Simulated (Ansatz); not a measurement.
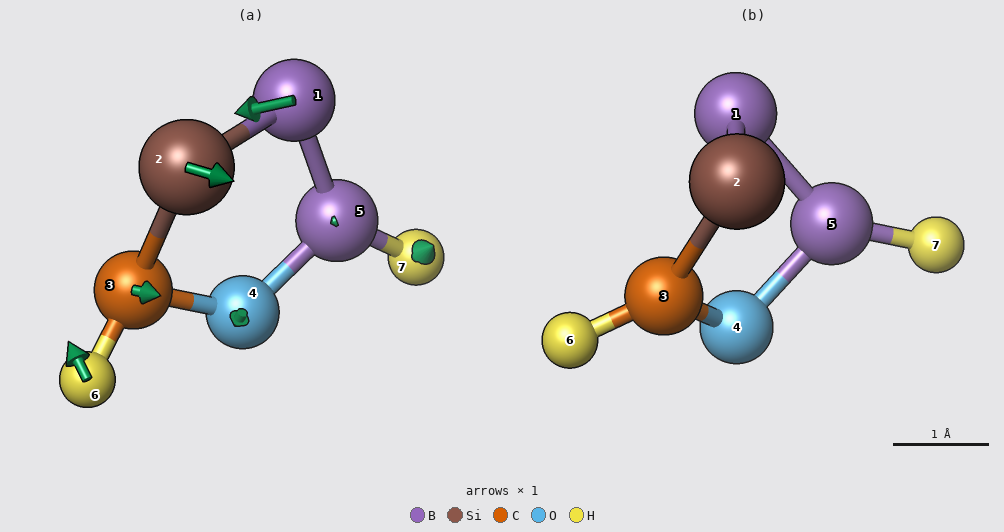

The structure of CH₂B₂OSi before (left) and after (right) a relaxation, at one scale. The green arrows give the displacements, at their true length.

A ball-and-stick model, seen at a tilt.

Computed with RKS PBE0-D4/def2-TZVP in Ansatz.

Input file:
```yaml
crystal:
  periodic: [false, false, false]
  atoms:
    - {symbol: B, position_ang: [-1.160790, -1.008960, -0.577210]}
    - {symbol: Si, position_ang: [-0.483350, -1.289870, 1.129260]}
    - {symbol: C, position_ang: [1.006920, -0.293450, 0.709260]}
    - {symbol: O, position_ang: [0.462010, 0.649440, -0.108180]}
    - {symbol: B, position_ang: [-0.656150, 0.430810, -0.924220]}
    - {symbol: H, position_ang: [1.690880, 0.173200, 1.419480]}
    - {symbol: H, position_ang: [-0.859520, 1.338830, -1.648390]}
basis:
  gaussian: {orbitals: def2-TZVP}
hamiltonian: {xc: pbe0, dispersion: d4}
relax: {f_tol: 0.005, max_steps: 200}
```

Run as
```bash
ansatz run in.yaml --threads 2 --pin off --events-out ev --progress --plain --max-ram 4352MiB
```

### Summarise the run.

B1 moves most after the best rigid fit: 0.72 Å. Largest moves by element: B 0.72 Å, Si 0.56 Å, H 0.48 Å, C 0.34 Å, O 0.25 Å. Near-neighbour distances that change, for instance: B1–C3 2.620 → 2.140 Å, O4–B5 1.401 → 1.481 Å, C3–O4 1.362 → 1.303 Å, B1–Si2 1.857 → 1.910 Å. Among the angles between lasting bonds that change: B1–Si2–C3 90.2° → 68.9°, C3–O4–B5 124.1° → 103.9°, Si2–C3–O4 100.8° → 114.6°. The energy falls by 45.0 kcal/mol in 11 geometry steps. The largest force component goes from 3.5 to 0.0035 eV/Å. Cost: 44 s on 2 threads of AMD EPYC 7R32, with other jobs on the host.
